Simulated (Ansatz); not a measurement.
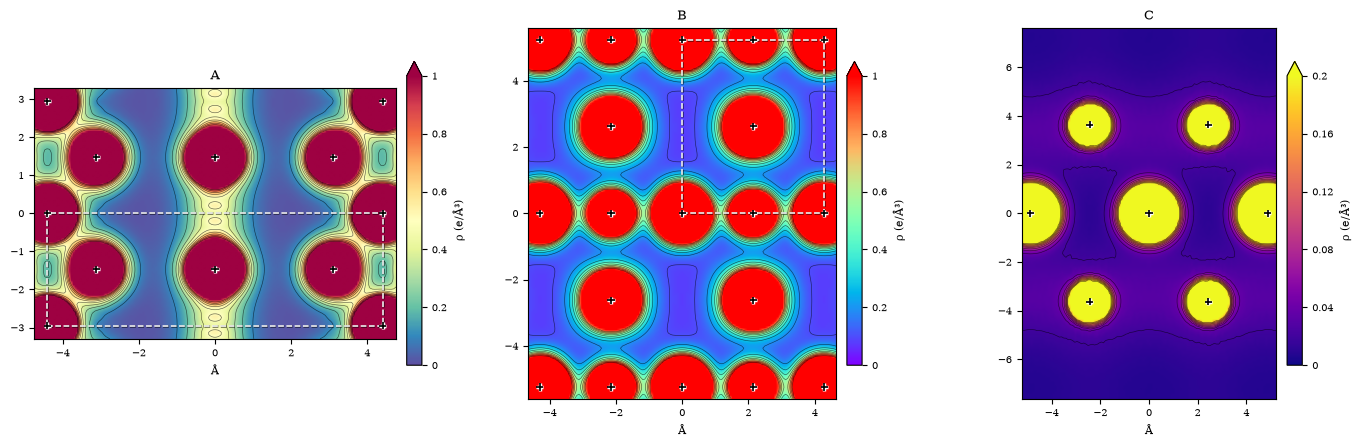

The valence charge density (pseudo) of 3 systems, each on a plane through atoms (crosses mark nuclei in the plane).

Level of theory: Ansatz, DFT PBE, scalar-relativistic, plane waves, PAW.

System 1: RbNa2, the (100) plane of the conventional cell. Space group I4/mmm; a structure generated by program, which may or may not match a known phase; computed without spin polarisation.

System 2: NiNF, the (100) plane of the conventional cell. Space group Cmmm; a structure generated by program, which may or may not match a known phase; spin-polarised.

```xyz
12
Lattice="5.8150 0.0000 0.0000 0.0000 8.8014 0.0000 0.0000 0.0000 2.9475" Properties=species:S:1:pos:R:3 pbc="T T T"
Ni    0.0000    0.0000    0.0000
Ni    2.9075    4.4007    0.0000
Ni    0.0000    4.4007    1.4738
Ni    2.9075    0.0000    1.4738
N     1.0515    4.4007    0.0000
N     3.9590    0.0000    0.0000
N     1.8560    0.0000    0.0000
N     4.7636    4.4007    0.0000
F     0.0000    7.5127    1.4738
F     2.9075    3.1121    1.4738
F     0.0000    1.2886    1.4738
F     2.9075    5.6893    1.4738
```

System 3: GdIrF, the (11̄0) plane of the conventional cell. Space group P4/mmm; a structure generated by program, which may or may not match a known phase; spin-polarised.

> Match each panel to its system.

Panel A is system 2, NiNF: the plane holds Ni and F. Ni–F (1.96 Å): ρ is about 0.56 e/Å³ halfway. Panel B is system 3, GdIrF: the plane holds Gd, Ir and F. Gd–F (2.15 Å): ρ is about 0.64 e/Å³ halfway. Panel C is system 1, RbNa2: the plane holds Rb and Na. Rb–Na (4.38 Å): the density is about 0.02 e/Å³ at the midpoint.
